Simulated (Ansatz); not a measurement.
## Energy against volume for Rb (bcc, W type)

Rb (bcc, W type), conventional cell a = b = c = 5.671 Å, α = β = γ = 90.00°. The calculation uses the primitive cell of 1 atom, to which meshes and values per cell refer.

E(V) scan at fixed shape, V₀ the volume above. Symmetry pins the atoms to their sites.

Method: PBE (plane waves to 420 eV, PAW, scalar-relativistic; Ansatz, a program for electronic structure). k mesh 12×12×12 (Γ-centred), Fermi-Dirac smearing 0.05 eV. E stands for the smeared free energy. Rb was relaxed with its symmetry unable to fall. The zero of ΔE is the relaxed starting cell.

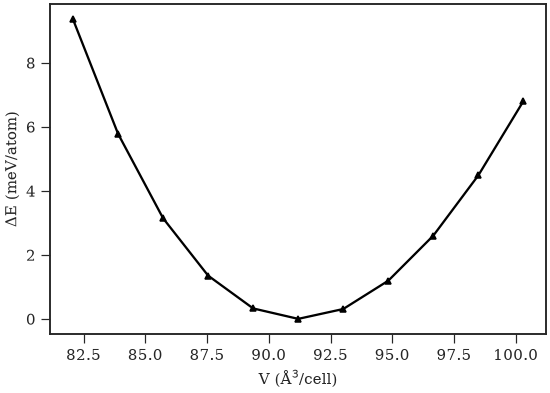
Figure. ΔE (meV/atom) against V (Å³/cell); one marker a computed point.

The pressure derivative B₀′ (fit) comes out as 3.8. The energy cost of the largest expansion is 7 meV/atom and the pressure at the smallest volume comes out as 0.4 GPa. The pressure for 5 % compression (fit) comes out as 0.2 GPa. The bulk modulus B₀ (third-order Birch-Murnaghan fit) comes out as 2.8 GPa.

P = (3B₀/2)(x⁷ − x⁵)[1 + ¾(B₀′ − 4)(x² − 1)] with x = (1/0.95)^(1/3), B₀ = 2.8 GPa and B₀′ = 3.79.

(Under strain, the slope of the energy per volume gives the stress and its curvature an elastic modulus.)
